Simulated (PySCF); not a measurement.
C3H8Cl3NSn (SnCl3(NHiPr))

The calculation's input:

```
{"job": {"kind": "uv", "xc": "wB97X-D", "basis": "def2-SVPD", "ip": true, "nstates": 10}, "charge": 0, "multiplicity": 1}
Sn     1.010561     1.042770     1.536132
Cl     0.396842     1.820341     3.642899
Cl     3.200293     0.271379     1.621350
Cl     1.053661     2.831877     0.021452
N     -0.282070    -0.437166     1.122414
C     -0.544716    -0.817804    -0.262672
C      0.769999    -0.938200    -1.015185
C     -1.519640     0.119804    -0.966018
H     -1.134717    -0.312290     1.667326
H     -0.999379    -1.825718    -0.216548
H      1.239282     0.054224    -1.145351
H      0.612408    -1.345637    -2.023477
H      1.475312    -1.588946    -0.478765
H     -1.089892     1.131141    -1.048803
H     -1.756414    -0.235758    -1.980623
H     -2.465880     0.196054    -0.407692
```

Run with:

```sh
OMP_NUM_THREADS=1 python probes_run.py task.json out
```

Geometry: PBE0-D3(BJ)/def2-SVP; core potentials replace the inner electrons of Sn.

Method: wB97X-D/def2-SVPD, SCF density, gas phase, scalar-relativistic core potentials on the heavy atoms (PySCF).

Question: Predict the electron density and electron localisation function between the atoms.

Answer: Sn–N (2.01 Å): ρ at the midpoint is about 0.79 e/Å³; the ELF peaks at about 0.85 in the valence shell of N, 0.7 Å from its nucleus, and drops to about 0.15 between the two atoms.
Sn–Cl (2.33 Å): ρ at the midpoint is about 0.57 e/Å³; the ELF peaks at about 0.85 in the valence shell of Cl, 0.8 Å from its nucleus, and drops to about 0.15 between the two atoms.
C–H (1.10 Å): ρ is about 1.9 e/Å³ halfway; the ELF climbs to about 1 towards the hydrogen, as it does in any bond to H (an ordinary covalent bond to hydrogen).

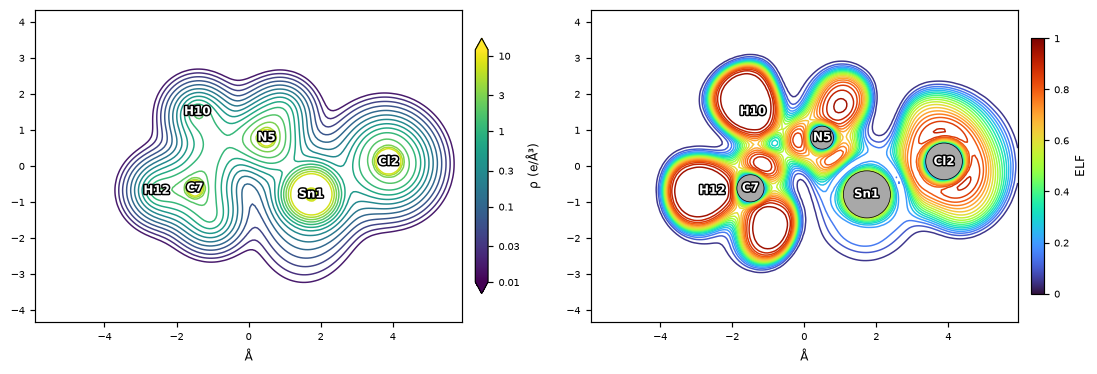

Computed electron density and electron localisation function on the plane of atoms Cl2, Sn1 and N5, in this order. Grey discs cover the atomic cores in the ELF map. 
